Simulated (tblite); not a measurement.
# Geometry relaxation, with input and output: C2H8F2Si2

The run: geometry relaxation of C2H8F2Si2, SMILES C[Si](F)(F)C[SiH3]. Method and program: GFN2-xTB geometry optimisation, gas phase (tblite 0.8.0).

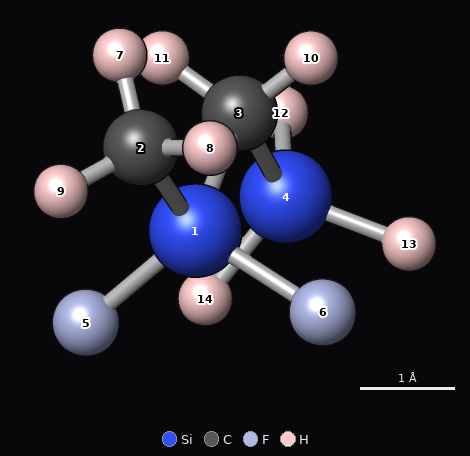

Figure 1. The structure as given in the input (ball-and-stick view, seen at an oblique angle; atoms are numbered from 1 in the order of the input). Bond lengths as drawn: C–H 1.03 to 1.05 Å, C–Si 1.83 to 1.87 Å, F–Si 1.64 to 1.67 Å and H–Si 1.41 to 1.42 Å.

## Input file
```
{"job": {"kind": "relax", "xc": "GFN2-xTB", "basis": "xTB"}, "charge": 0, "multiplicity": 1}
Si    -0.936269     0.148727    -0.279520
C     -1.274054    -1.445458    -1.103627
C     -0.008193    -0.189619     1.308204
Si     0.248991     1.410729     2.193104
F     -2.336803     0.935729     0.046473
F      0.042512     1.068996    -1.277249
H     -1.149816    -2.229421    -0.423225
H     -0.613414    -1.569159    -1.877966
H     -2.256070    -1.444570    -1.454363
H      0.891690    -0.639595     1.106696
H     -0.581733    -0.819404     1.897817
H      0.556588     1.142270     3.555090
H      1.321781     2.120774     1.583042
H     -0.910724     2.217950     2.125439
```

The first line tells a small driver script what to run in tblite; the rest is the geometry in Å.

Run on 1 CPU thread, shared host.

Launch command:
```bash
OMP_NUM_THREADS=1 python <driver script> task.json out
```

## What the program printed
```
step      E/eV     max force
  0    -581.62862    2.401
  1    -581.94599    0.860
  2    -582.03272    0.500
  3    -582.07219    0.690
  4    -582.12348    0.527
  5    -582.14726    0.358
  6    -582.16900    0.385
  7    -582.19088    0.338
  8    -582.21010    0.349
  9    -582.22150    0.233
 10    -582.22931    0.199
 11    -582.23688    0.201
 12    -582.24150    0.163
 13    -582.24378    0.115
 14    -582.24558    0.144
 15    -582.24839    0.176
 16    -582.25323    0.251
 17    -582.25971    0.272
 18    -582.26477    0.165
 19    -582.26679    0.092
 20    -582.26762    0.072
 21    -582.26828    0.080
 22    -582.26890    0.066
 23    -582.26941    0.067
 24    -582.26976    0.048
 25    -582.27003    0.053
 26    -582.27029    0.049
 27    -582.27051    0.035
 28    -582.27068    0.030
 29    -582.27081    0.028
 30    -582.27093    0.031
 31    -582.27108    0.035
 32    -582.27128    0.050
 33    -582.27157    0.051
 34    -582.27189    0.044
 35    -582.27216    0.041
 36    -582.27234    0.035
 37    -582.27251    0.037
 38    -582.27273    0.038
 39    -582.27302    0.050
 40    -582.27338    0.054
 41    -582.27380    0.056
 42    -582.27438    0.070
 43    -582.27524    0.079
 44    -582.27619    0.070
 45    -582.27679    0.052
 46    -582.27711    0.051
 47    -582.27733    0.045
 48    -582.27754    0.036
 49    -582.27779    0.037
 50    -582.27805    0.032
 51    -582.27825    0.029
 52    -582.27841    0.030
 53    -582.27852    0.025
 54    -582.27862    0.029
 55    -582.27872    0.024
 56    -582.27881    0.026
 57    -582.27888    0.019
 58    -582.27893    0.020
 59    -582.27900    0.022
 60    -582.27916    0.028
 61    -582.27940    0.040
 62    -582.27968    0.041
 63    -582.27993    0.037
 64    -582.28014    0.038
 65    -582.28036    0.034
 66    -582.28062    0.034
 67    -582.28086    0.038
 68    -582.28103    0.032
 69    -582.28117    0.028
 70    -582.28130    0.030
 71    -582.28144    0.040
 72    -582.28164    0.036
 73    -582.28186    0.028
 74    -582.28197    0.027
 75    -582.28206    0.023
 76    -582.28217    0.020
 77    -582.28228    0.019
 78    -582.28239    0.022
 79    -582.28245    0.014
 80    -582.28253    0.019
 81    -582.28260    0.015
 82    -582.28263    0.010
 83    -582.28265    0.010
 84    -582.28268    0.015
 85    -582.28271    0.017
 86    -582.28278    0.018
 87    -582.28285    0.021
 88    -582.28293    0.027
 89    -582.28305    0.047
 90    -582.28324    0.063
 91    -582.28348    0.056
 92    -582.28370    0.038
 93    -582.28391    0.044
 94    -582.28414    0.097
 95    -582.28453    0.122
 96    -582.28521    0.102
 97    -582.28621    0.045
 98    -582.28649    0.085
 99    -582.28699    0.060
100    -582.28754    0.049
101    -582.28823    0.050
102    -582.28875    0.050
103    -582.28878    0.104
104    -582.28926    0.061
105    -582.28953    0.048
106    -582.28982    0.028
107    -582.28993    0.030
108    -582.29004    0.049
109    -582.29012    0.045
110    -582.29028    0.038
111    -582.29047    0.026
112    -582.29071    0.032
113    -582.29084    0.035
114    -582.29075    0.070
115    -582.29093    0.019
116    -582.29097    0.021
117    -582.29105    0.023
118    -582.29108    0.018
119    -582.29111    0.012
120    -582.29115    0.010
121    -582.29119    0.012
122    -582.29121    0.015
123    -582.29122    0.009
124    -582.29123    0.007
```

## Trajectory as extended XYZ (Å, eV, eV/Å), 8 of the 26 frames kept, from step=0 to step=124
```
14
Properties=species:S:1:pos:R:3:forces:R:3 step=0 energy=-581.62862
Si   -0.9363    0.1487   -0.2795    0.5980   1.7440   0.0040
C    -1.2741   -1.4455   -1.1036   -0.5360   0.5330   0.6300
C    -0.0082   -0.1896    1.3082   -1.1530   1.5380  -0.9390
Si    0.2490    1.4107    2.1931    0.3670   0.5240   0.3320
F    -2.3368    0.9357    0.0465    0.8450  -0.2170  -0.3640
F     0.0425    1.0690   -1.2772   -1.0910  -0.5660   0.8710
H    -1.1498   -2.2294   -0.4232    0.0810  -1.2370   0.8610
H    -0.6134   -1.5692   -1.8780    1.3640  -0.4770  -1.9170
H    -2.2561   -1.4446   -1.4544   -1.4890  -0.2810  -0.7360
H     0.8917   -0.6396    1.1067    2.0280  -1.1000  -0.4440
H    -0.5817   -0.8194    1.8978   -1.0210  -1.2770   1.1010
H     0.5566    1.1423    3.5551    0.2360  -0.2020   0.9530
H     1.3218    2.1208    1.5830    0.6970   0.4150  -0.3720
H    -0.9107    2.2179    2.1254   -0.9270   0.6040   0.0200
14
Properties=species:S:1:pos:R:3:forces:R:3 step=20 energy=-582.26762
Si   -0.9064    0.0686   -0.2891   -0.0120  -0.0510  -0.0290
C    -1.3185   -1.5281   -1.2086   -0.0060  -0.0460  -0.0180
C    -0.0108   -0.1156    1.3519    0.0070   0.0100   0.0330
Si    0.2917    1.5244    2.2849    0.0160  -0.0070   0.0170
F    -2.2557    0.9192   -0.0819   -0.0180   0.0050   0.0080
F    -0.0989    1.0683   -1.2550    0.0210   0.0050  -0.0180
H    -1.2423   -2.4036   -0.5707   -0.0120   0.0170   0.0380
H    -0.6464   -1.6893   -2.0468   -0.0260   0.0520  -0.0140
H    -2.3344   -1.4963   -1.5935    0.0340   0.0080  -0.0340
H     0.9468   -0.6088    1.1869    0.0020   0.0040   0.0210
H    -0.5877   -0.7853    1.9890    0.0030   0.0130   0.0310
H     0.6608    1.1934    3.6649    0.0020  -0.0390   0.0340
H     1.4190    2.2227    1.6669   -0.0420   0.0330  -0.0480
H    -0.9225    2.3385    2.3009    0.0320  -0.0040  -0.0210
14
Properties=species:S:1:pos:R:3:forces:R:3 step=35 energy=-582.27216
Si   -0.9074    0.0496   -0.2792    0.0220   0.0240   0.0250
C    -1.3208   -1.5322   -1.2218    0.0070   0.0160   0.0080
C    -0.0144   -0.1158    1.3678   -0.0040  -0.0130   0.0130
Si    0.2972    1.5331    2.2836   -0.0010  -0.0270  -0.0080
F    -2.2523    0.9098   -0.0731    0.0070  -0.0130  -0.0020
F    -0.0882    1.0405   -1.2468    0.0030   0.0040   0.0030
H    -1.2625   -2.4161   -0.5948   -0.0110  -0.0030   0.0100
H    -0.6361   -1.6752   -2.0522   -0.0060  -0.0040  -0.0150
H    -2.3278   -1.4803   -1.6254    0.0020  -0.0140  -0.0230
H     0.9407   -0.6198    1.2192   -0.0050   0.0200  -0.0120
H    -0.5929   -0.7684    2.0213   -0.0250   0.0070   0.0000
H     0.6899    1.1729    3.6513    0.0220   0.0260   0.0090
H     1.3834    2.2612    1.6287    0.0010  -0.0060  -0.0130
H    -0.9144    2.3484    2.3214   -0.0110  -0.0170   0.0040
14
Properties=species:S:1:pos:R:3:forces:R:3 step=55 energy=-582.27872
Si   -0.8976    0.0286   -0.2479   -0.0030   0.0020  -0.0040
C    -1.3069   -1.5174   -1.2496    0.0020  -0.0050  -0.0010
C    -0.0463   -0.1452    1.4205   -0.0060   0.0080   0.0000
Si    0.3015    1.5344    2.2634   -0.0050  -0.0010  -0.0050
F    -2.2411    0.8946   -0.0599   -0.0080   0.0020   0.0000
F    -0.0452    1.0265   -1.1793    0.0020   0.0100  -0.0040
H    -1.3342   -2.4162   -0.6422   -0.0030   0.0000   0.0110
H    -0.5723   -1.6722   -2.0340    0.0090  -0.0120   0.0030
H    -2.2780   -1.4127   -1.7256    0.0030  -0.0020  -0.0010
H     0.8921   -0.6862    1.3049   -0.0010   0.0040  -0.0070
H    -0.6639   -0.7501    2.0837   -0.0060  -0.0010  -0.0060
H     0.8780    1.2588    3.5837    0.0110  -0.0180   0.0110
H     1.2583    2.2926    1.4597    0.0060   0.0070  -0.0040
H    -0.9497    2.2724    2.4228   -0.0020   0.0050   0.0080
14
Properties=species:S:1:pos:R:3:forces:R:3 step=70 energy=-582.28130
Si   -0.9083    0.0421   -0.2632    0.0050   0.0210   0.0060
C    -1.2899   -1.5231   -1.2454   -0.0020   0.0080   0.0120
C    -0.0709   -0.1320    1.4113   -0.0050   0.0040   0.0040
Si    0.3077    1.5324    2.2692    0.0250  -0.0070  -0.0150
F    -2.2661    0.8888   -0.0912   -0.0040   0.0050   0.0050
F    -0.0594    1.0550   -1.1806   -0.0010  -0.0030  -0.0250
H    -1.3697   -2.3963   -0.6060   -0.0110  -0.0160  -0.0040
H    -0.5198   -1.7256   -1.9835    0.0080   0.0100   0.0080
H    -2.2331   -1.4136   -1.7731    0.0010  -0.0140  -0.0170
H     0.8612   -0.6859    1.3003   -0.0230  -0.0040   0.0030
H    -0.7045   -0.7279    2.0677    0.0190  -0.0100   0.0050
H     0.9590    1.2152    3.5459   -0.0060   0.0090   0.0070
H     1.2205    2.3126    1.4347   -0.0030   0.0040   0.0080
H    -0.9323    2.2663    2.5140   -0.0050  -0.0070   0.0020
14
Properties=species:S:1:pos:R:3:forces:R:3 step=90 energy=-582.28324
Si   -0.9301    0.0562   -0.2661   -0.0020  -0.0010   0.0190
C    -1.2808   -1.5237   -1.2353    0.0040   0.0060  -0.0100
C    -0.0834   -0.1245    1.4035    0.0020  -0.0050   0.0030
Si    0.3179    1.5270    2.2714    0.0340   0.0330  -0.0410
F    -2.2904    0.8973   -0.0899    0.0010  -0.0060   0.0000
F    -0.0956    1.0636   -1.2034   -0.0070  -0.0040   0.0140
H    -1.4444   -2.3786   -0.5865   -0.0110   0.0090  -0.0030
H    -0.4503   -1.7637   -1.8922    0.0080  -0.0150  -0.0020
H    -2.1649   -1.4050   -1.8549   -0.0100  -0.0010  -0.0060
H     0.8392   -0.6911    1.2811    0.0010   0.0020   0.0070
H    -0.7144   -0.7138    2.0684   -0.0030  -0.0230  -0.0220
H     1.0225    1.1976    3.5157   -0.0110   0.0070   0.0200
H     1.1943    2.3301    1.4184   -0.0200  -0.0010   0.0160
H    -0.9254    2.2364    2.5696    0.0140   0.0020   0.0060
14
Properties=species:S:1:pos:R:3:forces:R:3 step=105 energy=-582.28953
Si   -0.9524    0.0436   -0.2446    0.0000  -0.0090   0.0000
C    -1.2932   -1.5219   -1.2399    0.0160   0.0030   0.0020
C    -0.0378   -0.1305    1.3892    0.0030   0.0100   0.0110
Si    0.3252    1.5304    2.2590   -0.0110   0.0110   0.0450
F    -2.3375    0.8242    0.0015    0.0000   0.0050  -0.0040
F    -0.1862    1.1033   -1.1822   -0.0120  -0.0060  -0.0030
H    -1.7013   -2.3180   -0.6238   -0.0070   0.0280  -0.0150
H    -0.3850   -1.8971   -1.7015    0.0040  -0.0090  -0.0020
H    -2.0054   -1.3176   -2.0349   -0.0040  -0.0100   0.0070
H     0.9049   -0.6521    1.2288    0.0010  -0.0120  -0.0030
H    -0.6212   -0.7587    2.0616    0.0060  -0.0030   0.0060
H     0.9971    1.2279    3.5293   -0.0070  -0.0160  -0.0110
H     1.2136    2.3382    1.4274    0.0100   0.0150  -0.0270
H    -0.9263    2.2363    2.5298    0.0010  -0.0060  -0.0070
14
Properties=species:S:1:pos:R:3:forces:R:3 step=124 energy=-582.29123
Si   -0.9689    0.0411   -0.2344    0.0010  -0.0010  -0.0010
C    -1.2875   -1.5207   -1.2417   -0.0010  -0.0020  -0.0020
C    -0.0271   -0.1271    1.3850    0.0000  -0.0030   0.0020
Si    0.3336    1.5339    2.2563    0.0000   0.0020  -0.0020
F    -2.3688    0.7857    0.0386    0.0010   0.0010  -0.0010
F    -0.2465    1.1271   -1.1762    0.0030   0.0010   0.0000
H    -1.8563   -2.2534   -0.6776    0.0010   0.0010  -0.0010
H    -0.3603   -1.9920   -1.5534    0.0000   0.0010   0.0040
H    -1.8533   -1.2836   -2.1388   -0.0020   0.0000   0.0010
H     0.9170   -0.6415    1.2089    0.0030   0.0010  -0.0060
H    -0.5932   -0.7628    2.0651   -0.0030  -0.0020   0.0040
H     1.0463    1.2244    3.5017    0.0000  -0.0010   0.0000
H     1.1817    2.3620    1.4005   -0.0010   0.0020   0.0010
H    -0.9222    2.2150    2.5658    0.0000  -0.0010   0.0000
```

## Key numbers

```tsv
quantity	value
outcome	converged
total energy	−582.2912 eV
wall time	2.9 s
peak memory	0.17 GiB
```
